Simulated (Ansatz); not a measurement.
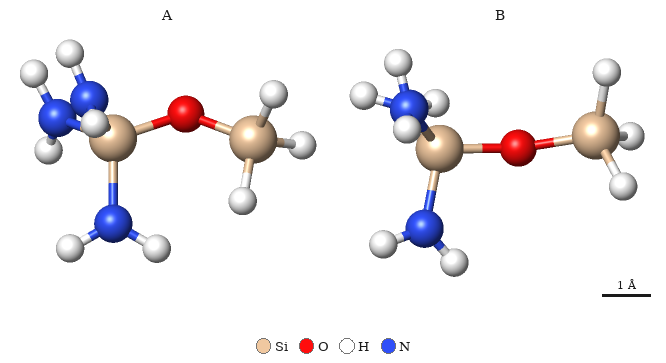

Two geometries of Si₂N₃H₉O, drawn at one scale. One is the start of a relaxation, the other its converged end. A ball-and-stick model, seen at a tilt.

These are results of RKS PBE0/6-31G in Ansatz, not measurements. Settings: no spin polarisation; force threshold 0.02 eV/Å; at most 40 steps.

Q: Which geometry has the lower energy?

A: Structure B is the relaxed one. The run prepares the start of a later molecular dynamics calculation, from a guessed geometry. The atom that moves furthest after the best rigid fit is an H atom (1.52 Å). Largest moves by element: H 1.52 Å, O 0.77 Å, N 0.52 Å, Si 0.30 Å. Among the contacts that change: Si–Si 2.980 → 3.316 Å, N–Si 1.819 → 1.741 Å, H–N 1.060 → 1.007 Å, H–Si 1.460 → 1.507 Å. Bond angles that change, for instance: Si–O–Si 125.0° → 158.0°, N–Si–N 109.5° → 123.0°, O–Si–N 109.5° → 120.6°. Groups turn about N–Si by about 75°, O–Si by about 65°, O–Si by about 55°. After 14 accepted moves (18 points after the start) the energy has fallen by 1.128 eV. The largest force component goes from 3 to 0.0052 eV/Å. The line search rejected the trial steps at points 8, 11, 14, 17 of the run.

Limits of the set-up: the basis has no polarisation functions, which atoms past neon need.
